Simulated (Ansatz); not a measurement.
# C2H2BF: rigid scan of one bond length in Python

How does the energy of C2H2BF change as one bond is stretched? A script is to give a rigid scan of one bond length; the system is C2H2BF. SMILES: BC#CF.

All numbers are computed with the Python package of Ansatz 0.2.0. Level of theory: PBE/6-31G*.

### Step 1. Starting point

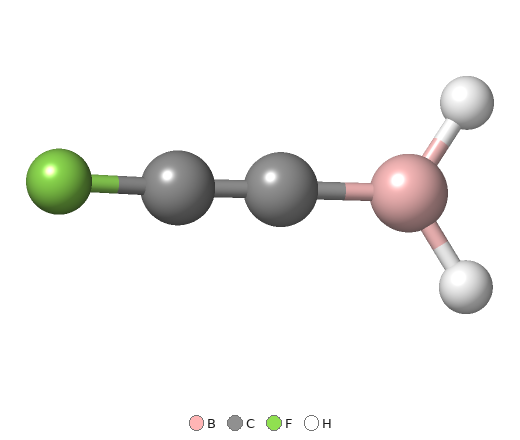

The structure that the script starts from, seen from a chosen angle (boron pink, carbon grey, fluorine green, hydrogen white).

c2h2bf.xyz, read by the script:

```xyz
6

B    -0.65170    0.86630   -0.31440
C     0.17730   -0.27530    0.09030
C     0.84080   -1.20110    0.40540
F     1.71320   -2.22040    0.77820
H    -1.09300    0.98310   -1.45410
H    -0.94440    1.78340    0.44840
```

### Step 2. The code

Contents of scan_c2h2bf.py:

```python
# -*- coding: utf-8 -*-
"""Stretching a bond of C2H2BF, the rest held rigid."""

import ansatz as az
import numpy as np

c2h2bf = az.Crystal.molecule_from_extxyz("c2h2bf.xyz")

symbols = [site.symbol for site in c2h2bf.cartesian_sites]
start = np.array([site.position_ang for site in c2h2bf.cartesian_sites])
axis = (start[3] - start[2]) / np.linalg.norm(start[3] - start[2])
moving = [3]
lengths, energies = [1.18, 1.28, 1.39, 1.53, 1.74, 2.09, 2.51, 3.06], []
for length in lengths:
    xyz = start.copy()
    xyz[moving] += (length - np.linalg.norm(start[3] - start[2])) * axis
    point = az.Crystal.molecule()
    for symbol, place in zip(symbols, xyz):
        point = point.atom(symbol, place.tolist())
    setup = point.calculation()
    setup = setup.basis(gaussian="6-31G*")
    setup = setup.functional("pbe")
    summary = setup.run(threads=1).report
    energies.append(summary["free_energy_ev"])
    print(f"r = {length:6.3f} A  E = {energies[-1]:.5f} eV  <S^2> = {abs(summary['mean_field']['state']['spin_squared']):.3f}")

print("energy above the lowest point (eV):", [round(e - min(energies), 3) for e in energies])
```

### Step 3. What the engine is handed

The package turns the script's settings into the engine's input (first run):

```yaml
crystal:
  periodic: [false, false, false]
  atoms:
    - { symbol: B, position_ang: [-0.6517, 0.8663, -0.3144] }
    - { symbol: C, position_ang: [0.1773, -0.2753, 0.0903] }
    - { symbol: C, position_ang: [0.8408, -1.2011, 0.4054] }
    - { symbol: F, position_ang: [1.5800731650616486, -2.064856461654446, 0.7213113204206587] }
    - { symbol: H, position_ang: [-1.093, 0.9831, -1.4541] }
    - { symbol: H, position_ang: [-0.9444, 1.7834, 0.4484] }
basis:
  gaussian:
    orbitals: "6-31G*"
hamiltonian:
  xc: pbe
```

### Step 4. Launch

Launch:

```
$ python scan_c2h2bf.py
```

What it wrote:

```text
r =  1.180 A  E = -5489.41865 eV  <S^2> = 0.000
r =  1.280 A  E = -5489.79941 eV  <S^2> = 0.000
r =  1.390 A  E = -5489.55924 eV  <S^2> = 0.000
r =  1.530 A  E = -5488.79620 eV  <S^2> = 0.000
r =  1.740 A  E = -5487.39088 eV  <S^2> = 0.000
r =  2.090 A  E = -5485.33284 eV  <S^2> = 0.000
r =  2.510 A  E = -5483.71183 eV  <S^2> = 0.000
r =  3.060 A  E = -5482.70084 eV  <S^2> = 0.000
energy above the lowest point (eV): [0.381, 0.0, 0.24, 1.003, 2.409, 4.467, 6.088, 7.099]
```

Wall time 11 s (1 thread of Arm Neoverse V2, shared host); peak memory 0.18 GiB.

### Step 5. Inputs of later runs

The engine's inputs for some of the other runs:

Run 4, against run 1:

```diff
@@ -7 +7 @@
-    - { symbol: F, position_ang: [1.5800731650616486, -2.064856461654446, 0.7213113204206587] }
+    - { symbol: F, position_ang: [1.799349103851121, -2.321055412145171, 0.8150138307149218] }
```

Run 5, against run 1:

```diff
@@ -7 +7 @@
-    - { symbol: F, position_ang: [1.5800731650616486, -2.064856461654446, 0.7213113204206587] }
+    - { symbol: F, position_ang: [1.930914667124804, -2.4747747824396065, 0.8712353368914798] }
```

Run 8, against run 1:

```diff
@@ -7 +7 @@
-    - { symbol: F, position_ang: [1.5800731650616486, -2.064856461654446, 0.7213113204206587] }
+    - { symbol: F, position_ang: [2.7578982077022416, -3.441010824290343, 1.2246276614298437] }
```

### Step 6. The runs side by side

From the records of these 8 runs:

```
run  distance (Å)  energy from run 2 (eV)  SCF cycles  CPU time (s)
  1          1.18                  0.3808          15           0.7
  2          1.28                  0.0000          17          0.78
  3          1.39                  0.2402          17          0.76
  4          1.53                  1.0032          17          0.78
  5          1.74                  2.4085          16          0.69
  6          2.09                  4.4666          28           1.1
  7          2.51                  6.0876          61           2.5
  8          3.06                  7.0986          77           3.5
```

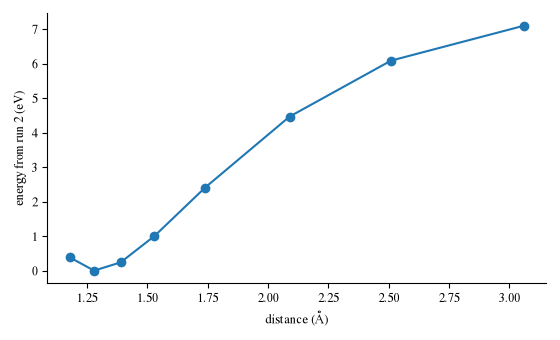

Energy against distance; lines join the points.

### Step 7. Summary of results

| quantity | value |
| --- | --- |
| runs compared | 8 |
| range of energy | 7.099 eV |
| lowest point, distance (Å) | 1.28 |

**Reading.** The curve has its lowest point inside the range, at 1.28. The ends stand 0.381 and 7.1 eV above it. The distance scanned is the script's pair 2, 3. In CPU time, run 8 (distance 3.06) cost about 5.1 times as much as run 5 (distance 1.74). The rest of the molecule is held rigid at a force-field or estimated start geometry, and the basis set is modest; single-reference methods fail as a bond breaks. The orbitals are restricted, so S² is zero by construction. Toward dissociation an unrestricted state can lie under the restricted one, by tenths of an eV for polar bonds under a functional and by 1 to 2 eV or more for others.
